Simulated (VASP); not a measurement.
Band structure of BP (zinc blende). Level of theory: r2SCAN meta-GGA, VASP's PBE PAW potentials (set 64) (plane waves; VASP 6.6.1).

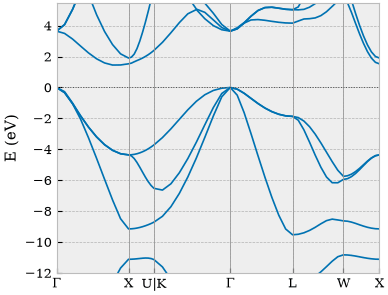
Figure: Bands along high-symmetry lines, zero at the valence-band maximum or, without a gap, the Fermi level

**Question.** Read the plot: is there a gap, and where are the band edges?

**Answer.** The gap is indirect, 1.45 eV, from the valence maximum at Γ to the conduction minimum at Γ-X at 0.78.

The compound is BP in the zinc blende structure. It was relaxed first.
